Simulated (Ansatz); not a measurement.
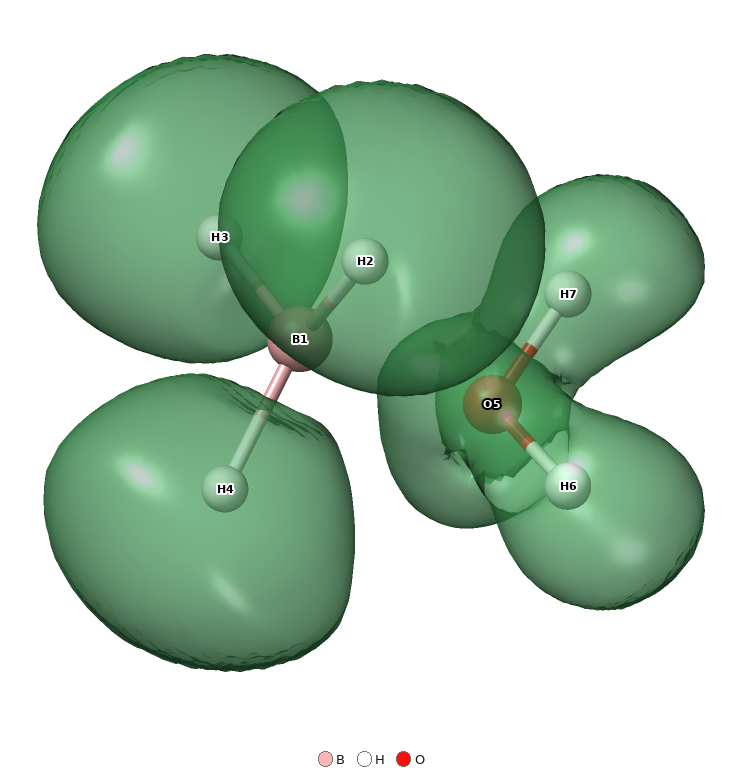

Figure 1: BH3···H2O. Isosurface of the electron localisation function at 0.75 (green), seen at a tilt. Core shells and regions of very low density are left out.

The calculation used Ansatz 0.2.0, RKS B3LYP-D4/def2-SVP.

Input file:

```
crystal:
  periodic: [false, false, false]
  atoms:
    - { symbol: B, position_ang: [0.034138, 0.322405, -0.030326] }
    - { symbol: H, position_ang: [-0.073739, 0.34369, 1.163604] }
    - { symbol: H, position_ang: [1.113131, 0.505285, -0.529686] }
    - { symbol: H, position_ang: [-0.955878, 0.237211, -0.709489] }
    - { symbol: O, position_ang: [0.179886, -2.177059, 0.654467] }
    - { symbol: H, position_ang: [-0.732805, -2.412551, 0.430979] }
    - { symbol: H, position_ang: [0.069667, -1.50648, 1.369652] }
basis:
  gaussian: { orbitals: def2-SVP }
hamiltonian:
  xc: b3lyp
  dispersion: d4
relax:
  f_tol: 0.03
  max_steps: 50
output:
  orbitals: {}
```

Command:

```sh
ansatz run input.yaml --threads 1 --pin off --max-ram 2048MiB --backend cpu --events-out ev --progress --plain --runs-dir out
```

The fields are those of the run's last geometry, not of the input's.

Where are the electrons localised?

Answer. At this value the surface marks out three regions around hydrogen nuclei and one joined region spread over several atoms (H, O), in which their bonds and any lone pairs are merged.

Values along the shortest contacts:
B1···O5 (1.70 Å): the ELF peaks at about 0.90 between the atoms. O–H (0.97 Å): the ELF climbs to about 1 towards the hydrogen, as it does in any bond to H (an ordinary covalent bond to hydrogen).
